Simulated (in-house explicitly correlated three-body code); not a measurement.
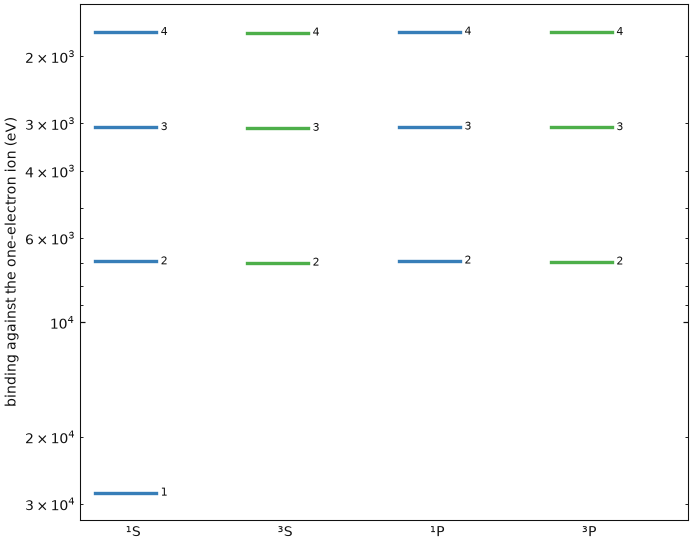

Two electrons around a point charge Z = 46 (Pd⁴⁴⁺). Computed variationally in 260 exponentially correlated functions with an in-house code, non-relativistic, converged to about 10⁻⁸ of the energy. The plot shows the bound S and P states that converged, by term and principal number n, on a logarithmic scale of binding.

Question: How do singlets and triplets lie?

Answer: The ground state is bound by 28.01 keV. The n = 2 states drawn run, from the deepest, 2 ³S (6963 eV), 2 ³P (6917 eV), 2 ¹S (6910 eV), 2 ¹P (6876 eV). Exchange puts 2 ³S below 2 ¹S by 53.1 eV and 2 ³P below 2 ¹P by 40.5 eV. Quantum defects n − (Z − 1)/√(2 E(binding)): 2 ³S 0.011, 2 ³P 0.004, 2 ¹S 0.003, 2 ¹P −0.002.
